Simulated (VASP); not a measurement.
# P2W under strain, part 3 of 4

How does the pressure of P2W answer to a change of volume? The bands are shown for each cell. All runs use PBEsol. Left out of this account: 1 further run (fields: a reference on another mesh). The start is a cell from a database of measured crystal structures.

VASP 6.6.1; PBEsol; plane waves and PAW (P, W).

Still holding for the runs below: Spin-orbit coupling is off here; with elements this heavy it splits and shifts levels by tenths of an eV or more.

So far, pressure (GPa): step 2 (bands, cell as listed) -2.71; step 3 (cell volume +4.0 %) -10.3; step 4 (cell volume +8.0 %) -16.4.

### Step 5. Bands, sheared, principal strains -0.9, -0.3, +1.2 %

The cell is sheared at fixed volume, which lowers its symmetry.

INCAR

```
SYSTEM = P2W
PREC = Accurate
ENCUT = 400
EDIFF = 1E-06
NELM = 100
ISMEAR = -1
SIGMA = 0.05
LREAL = .FALSE.
ALGO = Normal
GGA = PS
NBANDS = 32
LASPH = .TRUE.
LORBIT = 11
LWAVE = .FALSE.
LCHARG = .FALSE.
KPAR = 4
```

POSCAR

```
P2W
1.0
    0.0023880000     -3.1424710000     -0.0065130000
   -4.3032430000      1.5744390000      0.0078020000
   -0.5901030000      1.5583030000     -6.4762430000
P W
4 2
Direct
    0.8620000000      0.7481000000      0.9759000000
    0.1380000000      0.2519000000      0.0241000000
    0.4012000000      0.1992000000      0.6032000000
    0.5988000000      0.8008000000      0.3968000000
    0.1582000000      0.6099000000      0.7065000000
    0.8418000000      0.3901000000      0.2935000000
```

KPOINTS

```
Automatic mesh
0
Gamma
10 10 10
0 0 0
```

KPOINTS_OPT

```
Line mode
16
Line-mode
Reciprocal
  0.00000000   0.00000000   0.50000000 X
  0.00000000   0.00000000   0.00000000 GAMMA

  0.00000000   0.00000000   0.00000000 GAMMA
  0.00000000   0.50000000   0.00000000 Y

  0.00000000   0.50000000   0.50000000 L
  0.00000000   0.00000000   0.00000000 GAMMA

  0.00000000   0.00000000   0.00000000 GAMMA
 -0.50000000   0.00000000   0.00000000 Z

 -0.50000000   0.00000000   0.50000000 N
  0.00000000   0.00000000   0.00000000 GAMMA

  0.00000000   0.00000000   0.00000000 GAMMA
 -0.50000000   0.50000000   0.00000000 M

 -0.50000000   0.50000000   0.50000000 R
  0.00000000   0.00000000   0.00000000 GAMMA
```

PAW data sets: P and W (PBE family, release 64).

On the command line:

```
mpirun -np 4 vasp_std
```

The program printed:

```text
[... set-up lines as in an earlier step ...]
 entering main loop
       N       E                     dE             d eps       ncg     rms          rms(c)
DAV:   1     0.701025813677E+02    0.70103E+02   -0.11271E+04 32256   0.717E+02
DAV:   2    -0.491839093912E+02   -0.11929E+03   -0.11021E+03 38704   0.176E+02
DAV:   3    -0.553343008640E+02   -0.61504E+01   -0.59775E+01 43264   0.359E+01
DAV:   4    -0.554113651025E+02   -0.77064E-01   -0.76926E-01 39096   0.464E+00
DAV:   5    -0.554126156710E+02   -0.12506E-02   -0.12502E-02 43424   0.537E-01    0.379E+01
DAV:   6    -0.539853157454E+02    0.14273E+01   -0.22870E+00 46888   0.853E+00    0.154E+01
DAV:   7    -0.537342225582E+02    0.25109E+00   -0.72694E-01 41888   0.557E+00    0.975E+00
DAV:   8    -0.536171665623E+02    0.11706E+00   -0.14696E-01 43136   0.254E+00    0.675E-01
DAV:   9    -0.536169264231E+02    0.24014E-03   -0.27169E-02 38960   0.765E-01    0.580E-01
DAV:  10    -0.536165314438E+02    0.39498E-03   -0.21457E-03 42760   0.202E-01    0.292E-01
DAV:  11    -0.536164210334E+02    0.11041E-03   -0.29543E-04 41112   0.829E-02    0.912E-02
DAV:  12    -0.536164280067E+02   -0.69733E-05   -0.92242E-05 42408   0.421E-02    0.204E-02
DAV:  13    -0.536164252776E+02    0.27291E-05   -0.46526E-06 39520   0.109E-02    0.130E-02
DAV:  14    -0.536164243749E+02    0.90268E-06   -0.10113E-06 30008   0.379E-03
   1 F= -.53616424E+02 E0= -.53609709E+02  d E =-.134312E-01
 Start KPOINTS_OPT (optional k-point list driver)
k-point batch [1-112\112]
       N       E                     dE             ncg
DAV:   1     0.476528973840E+05   -0.19096E+05     7168
DAV:   2     0.340709365616E+05   -0.13582E+05     8680
DAV:   3     0.333669729187E+05   -0.70396E+03     9480
DAV:   4     0.333585532417E+05   -0.84197E+01     8584
DAV:   5     0.333584161520E+05   -0.13709E+00     9640
DAV:   6     0.333584124369E+05   -0.37150E-02     8712
DAV:   7     0.333584123117E+05   -0.12524E-03     9136
DAV:   8     0.333584123064E+05   -0.53414E-05     6944
DAV:   9     0.333584123060E+05   -0.36685E-06     6240
```

Wall time 1.8 min (4 MPI ranks of Intel Xeon 6975P-C (Granite Rapids), shared host); peak memory 4.8 GiB.

From OUTCAR (step 5):

```text
   k-points           NKPTS =    504   k-points in BZ     NKDIM =    504   number of bands    NBANDS=     32

   ENCUT  =  400.0 eV  29.40 Ry    5.42 a.u.   5.12  7.47 10.91*2*pi/ulx,y,z

   NELECT =      32.0000    total number of electrons

 E-fermi :   9.3932

 k-point     1 :       0.0000    0.0000    0.0000
  band No.  band energies     occupation
    ...
     12       6.4988      2.00000
     13       7.1808      2.00000
     14       7.2208      2.00000
     15       7.6578      2.00000
     16       9.1395      1.98757
     17       9.8671      0.00015
     18      10.5893      0.00000
     19      11.2315      0.00000
     20      12.4401      0.00000
     21      12.8417      0.00000
    ...

  Total       -4.0052211     -0.1757185     -0.5792490     -0.0170719     -0.2777841      0.5022076
  in kB      -73.2502963     -3.2136629    -10.5937128     -0.3122225     -5.0803109      9.1847257
  external PRESSURE =     -29.0192240 kB  Pullay stress =       0.0000000 kB

 POSITION                                       TOTAL-FORCE (eV/Angst)
 -----------------------------------------------------------------------------------
     -3.79308     -0.01022     -6.31994        -0.067867      0.021451     -0.064757
     -1.09788      0.00050     -0.15501         0.067867     -0.021451      0.064757
     -1.21220     -0.00716     -3.90753         0.078472     -0.004007      0.142054
     -3.67876     -0.00257     -2.56743        -0.078472      0.004007     -0.142054
     -3.04108      1.56405     -4.57174        -0.005936     -0.031811      0.073704
     -1.84988     -1.57378     -1.90322         0.005936      0.031811     -0.073704
 -----------------------------------------------------------------------------------
    total drift:                                0.000000     -0.000000     -0.000000

  FREE ENERGIE OF THE ION-ELECTRON SYSTEM (eV)
  ---------------------------------------------------
  free  energy   TOTEN  =       -53.6164243749 eV

  energy  without entropy=      -53.6029931529  energy(sigma->0) =      -53.60970876

[... 15 further parts left out ...]
```

The path and its labels are those of the sheared lattice, so a letter need not mean the same point as in the unstrained cell.

Numbers from this step:

```
SCF cycles              : 14
irreducible k-points    : 504
symmetry operations     : 2
free energy (TOTEN)     : -53.6164 eV
energy at zero smearing : -53.6097 eV
Fermi energy            : 9.393 eV
pressure                : -2.902 GPa
```

Electronic bands along the path, in eV, zero at the Fermi level; # counts the bands kept, so #1 is VASP's band 4:

```
    point    #10    #11    #12    #13    #14   #15   #16   #17
        X  -2.87  -1.61  -1.34  -1.00   1.55  1.74  1.98  2.44
        Γ  -2.21  -2.17  -1.74  -0.25   0.47  1.20  1.84  3.05
        Y  -2.02  -1.88  -0.98  -0.40   0.51  0.99  1.17  2.39
jump to L  -1.72  -1.17  -1.08  -0.45  -0.23  1.40  1.79  1.80
        Γ  -2.21  -2.17  -1.74  -0.25   0.47  1.20  1.84  3.05
        Z  -3.57  -2.84  -2.09   0.34   1.58  1.63  1.96  2.51
jump to N  -3.13  -2.71  -1.93  -0.90   0.62  1.31  2.20  2.94
        Γ  -2.21  -2.17  -1.74  -0.25   0.47  1.20  1.84  3.05
        M  -3.09  -2.74  -1.94  -0.94   0.61  1.31  2.23  2.94
jump to R  -3.56  -2.86  -2.08   0.32   1.60  1.63  1.97  2.48
        Γ  -2.21  -2.17  -1.74  -0.25   0.47  1.20  1.84  3.05
```

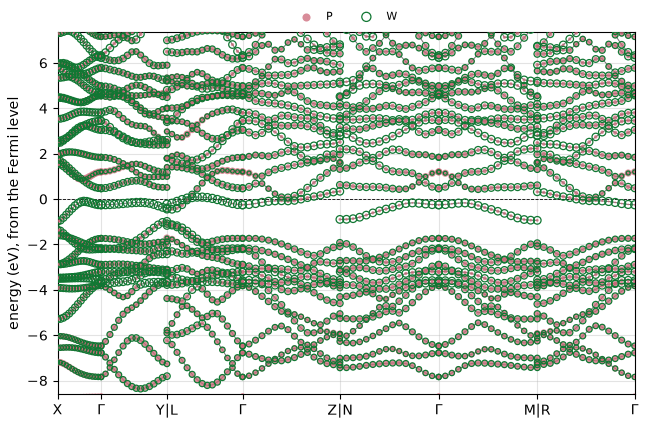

Electronic bands along the path; dots are coloured as in the legend, and their area grows with the weight.

Force by atom:

```
atom  x (eV/Å)  y (eV/Å)  z (eV/Å)   size
  P1    -0.068     0.021    -0.065  0.096
  P2     0.068    -0.021     0.065  0.096
  P3     0.078    -0.004     0.142  0.162
  P4    -0.078     0.004    -0.142  0.162
  W5    -0.006    -0.032     0.074  0.080
  W6     0.006     0.032    -0.074  0.080
```

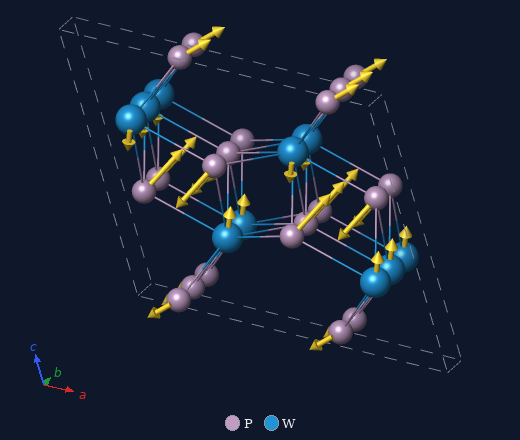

Force as arrows, the longest 0.162 eV/Å. 1×2×1 conventional cells are drawn. Some periodic images of atoms are drawn too.

 The pressure is -2.90 GPa, and the symmetry operations fall from 4 to 2.

### Step 6. Bands, volume times 0.96

The cell is compressed evenly, with fractional positions held.

INCAR is that of step 5.

Edit POSCAR of step 5 so:

```diff
@@ -2,5 +2,5 @@
 1.0
-    0.0023880000     -3.1424710000     -0.0065130000
-   -4.3032430000      1.5744390000      0.0078020000
-   -0.5901030000      1.5583030000     -6.4762430000
+    0.0000000000     -3.1251839406      0.0000000000
+   -4.1925605264      1.5625919703      0.0000000000
+   -0.5807036628      1.5625919703     -6.4186544726
 P W
```

KPOINTS is that of step 5.

KPOINTS_OPT

```
Line mode
16
Line-mode
Reciprocal
  0.00000000   0.00000000  -0.50000000 X
  0.00000000   0.00000000   0.00000000 GAMMA

  0.00000000   0.00000000   0.00000000 GAMMA
  0.00000000  -0.50000000   0.00000000 Y

  0.00000000  -0.50000000  -0.50000000 L
  0.00000000   0.00000000   0.00000000 GAMMA

  0.00000000   0.00000000   0.00000000 GAMMA
 -0.50000000   0.50000000   0.50000000 Z

 -0.50000000   0.50000000   0.00000000 N
  0.00000000   0.00000000   0.00000000 GAMMA

  0.00000000   0.00000000   0.00000000 GAMMA
 -0.50000000   0.00000000   0.50000000 M

 -0.50000000   0.00000000   0.00000000 R
  0.00000000   0.00000000   0.00000000 GAMMA
```

On the command line:

```
mpirun -np 4 vasp_std
```

The program printed:

```text
[... set-up lines as in an earlier step ...]
 entering main loop
       N       E                     dE             d eps       ncg     rms          rms(c)
DAV:   1     0.724043554861E+02    0.72404E+02   -0.11374E+04 18048   0.722E+02
DAV:   2    -0.490601307567E+02   -0.12146E+03   -0.11235E+03 21624   0.179E+02
DAV:   3    -0.552043466626E+02   -0.61442E+01   -0.59729E+01 24240   0.361E+01
DAV:   4    -0.552800720044E+02   -0.75725E-01   -0.75604E-01 21864   0.463E+00
DAV:   5    -0.552812668294E+02   -0.11948E-02   -0.11945E-02 24304   0.527E-01    0.409E+01
DAV:   6    -0.539424743747E+02    0.13388E+01   -0.19392E+00 26248   0.783E+00    0.176E+01
DAV:   7    -0.536868962967E+02    0.25558E+00   -0.58853E-01 23424   0.488E+00    0.952E+00
DAV:   8    -0.535998079899E+02    0.87088E-01   -0.11802E-01 23960   0.228E+00    0.651E-01
DAV:   9    -0.535995139564E+02    0.29403E-03   -0.21672E-02 21960   0.683E-01    0.560E-01
DAV:  10    -0.535991540306E+02    0.35993E-03   -0.17635E-03 23832   0.185E-01    0.281E-01
DAV:  11    -0.535990664196E+02    0.87611E-04   -0.25307E-04 23216   0.782E-02    0.844E-02
DAV:  12    -0.535990735823E+02   -0.71627E-05   -0.69994E-05 23536   0.374E-02    0.214E-02
DAV:  13    -0.535990705441E+02    0.30382E-05   -0.44989E-06 22168   0.110E-02    0.120E-02
DAV:  14    -0.535990698588E+02    0.68522E-06   -0.98020E-07 16040   0.379E-03
   1 F= -.53599070E+02 E0= -.53593133E+02  d E =-.118745E-01
 Start KPOINTS_OPT (optional k-point list driver)
k-point batch [1-112\112]
       N       E                     dE             ncg
DAV:   1     0.382381587651E+05   -0.17146E+05     7168
DAV:   2     0.244562970010E+05   -0.13782E+05     8656
DAV:   3     0.237426487190E+05   -0.71365E+03     9520
DAV:   4     0.237341064621E+05   -0.85423E+01     8528
DAV:   5     0.237339706994E+05   -0.13576E+00     9624
DAV:   6     0.237339670781E+05   -0.36213E-02     8560
DAV:   7     0.237339669550E+05   -0.12318E-03     9040
DAV:   8     0.237339669497E+05   -0.52803E-05     6832
DAV:   9     0.237339669493E+05   -0.38099E-06     6208
```

It took 67 s on 4 MPI ranks; peak memory 2.9 GiB.

OUTCAR, selected parts (step 6):

```text
   ENCUT  =  400.0 eV  29.40 Ry    5.42 a.u.   5.10  7.30 10.81*2*pi/ulx,y,z

   NELECT =      32.0000    total number of electrons

 E-fermi :   9.9077

 k-point     1 :       0.0000    0.0000    0.0000
  band No.  band energies     occupation
    ...
     12       6.7934      2.00000
     13       7.5165      2.00000
     14       7.6859      2.00000
     15       8.1488      2.00000
     16       9.5494      1.99845
     17      10.4219      0.00007
     18      11.0462      0.00000
     19      11.7688      0.00000
     20      12.9889      0.00000
     21      13.8231      0.00000
    ...

  Total        3.7237386      2.8170428      4.1537420      0.0000000      0.0000000      0.1059817
  in kB       70.9399450     53.6667260     79.1318248      0.0000000      0.0000000      2.0190289
  external PRESSURE =      67.9128319 kB  Pullay stress =       0.0000000 kB

 POSITION                                       TOTAL-FORCE (eV/Angst)
 -----------------------------------------------------------------------------------
     -3.70316      0.00000     -6.26396        -0.014169     -0.000000     -0.038312
     -1.07010      0.00000     -0.15469         0.014169     -0.000000      0.038312
     -1.18544     -0.00000     -3.87173         0.314215      0.000000      0.099286
     -3.58783      0.00000     -2.54692        -0.314215     -0.000000     -0.099286
     -2.96731      1.56259     -4.53478        -0.169932     -0.000000      0.143284
     -1.80595     -1.56259     -1.88388         0.169932     -0.000000     -0.143284
 -----------------------------------------------------------------------------------
    total drift:                                0.000000     -0.000000     -0.000000

  FREE ENERGIE OF THE ION-ELECTRON SYSTEM (eV)
  ---------------------------------------------------
  free  energy   TOTEN  =       -53.5990698588 eV

  energy  without entropy=      -53.5871953629  energy(sigma->0) =      -53.59313261

[... 3 parts as in an earlier step ...]

[... 13 further parts left out ...]
```

Numbers from this step:

```
irreducible k-points    : 282
symmetry operations     : 4
free energy (TOTEN)     : -53.5991 eV
energy at zero smearing : -53.5931 eV
Fermi energy            : 9.908 eV
pressure                : 6.791 GPa
```

The electronic bands at the labelled points (eV, zero at the Fermi level; # counts the bands kept, so #1 is VASP's band 4):

```
    point    #10    #11    #12    #13    #14   #15   #16   #17
        X  -3.02  -1.55  -1.53  -1.07   1.59  1.89  2.18  2.38
        Γ  -2.39  -2.22  -1.76  -0.36   0.51  1.14  1.86  3.08
        Y  -1.97  -1.94  -1.03  -0.47   0.68  1.17  1.34  2.38
jump to L  -1.92  -1.22  -1.05  -0.45  -0.30  1.63  2.11  2.14
        Γ  -2.39  -2.22  -1.76  -0.36   0.51  1.14  1.86  3.08
        Z  -3.64  -2.90  -2.04   0.36   1.67  1.82  2.21  2.59
jump to N  -3.15  -2.80  -1.89  -1.00   0.81  1.45  2.32  3.06
        Γ  -2.39  -2.22  -1.76  -0.36   0.51  1.14  1.86  3.08
        M  -3.15  -2.80  -1.89  -1.00   0.81  1.45  2.32  3.06
jump to R  -3.64  -2.90  -2.04   0.36   1.67  1.82  2.21  2.59
        Γ  -2.39  -2.22  -1.76  -0.36   0.51  1.14  1.86  3.08
```

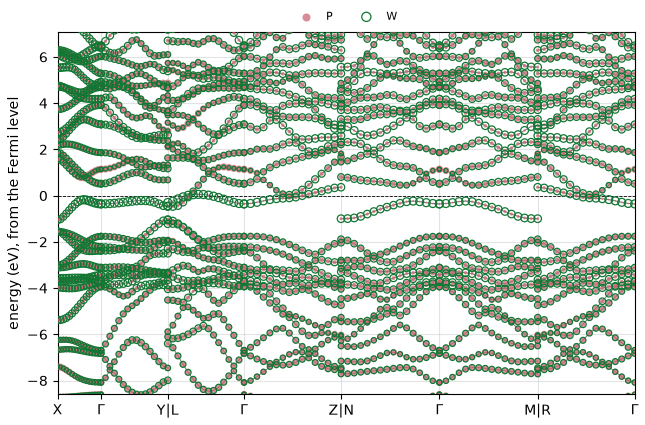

Electronic bands along the path; dots are coloured as in the legend, and their area grows with the weight.

Force by atom:

```
atom  x (eV/Å)  y (eV/Å)  z (eV/Å)   size
  P1    -0.014     0.000    -0.038  0.041
  P2     0.014     0.000     0.038  0.041
  P3     0.314     0.000     0.099  0.330
  P4    -0.314     0.000    -0.099  0.330
  W5    -0.170     0.000     0.143  0.222
  W6     0.170     0.000    -0.143  0.222
```

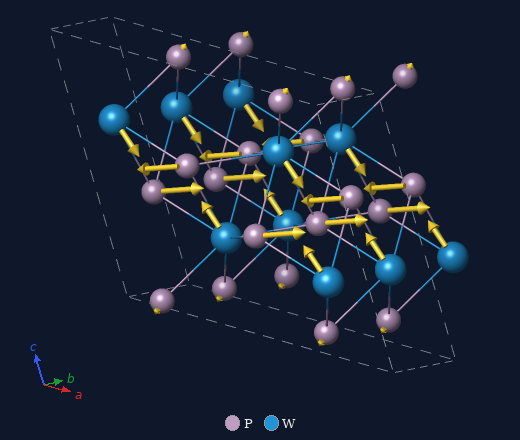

Force as arrows, the longest 0.330 eV/Å. 1×2×1 conventional cells are drawn. Some periodic images of atoms are drawn too.

 The pressure is 6.79 GPa.

[end of part 3 of 4]

[Lines on the potential files, build, host, timing and source positions are cut from VASP's logs without a mark.]

[Logs are printed without paths, hosts, clocks, repeated set-up lines and the standing remarks that a program may print on its own settings, such as how far it seeks lower states.]

[Hosts, paths, dates, database ids (printed as entryN), source tags and the programs' standing remarks are cut or masked in the printed files.]

[A measured line is paired with the nearest computed mode of its activity, which favours agreement.]
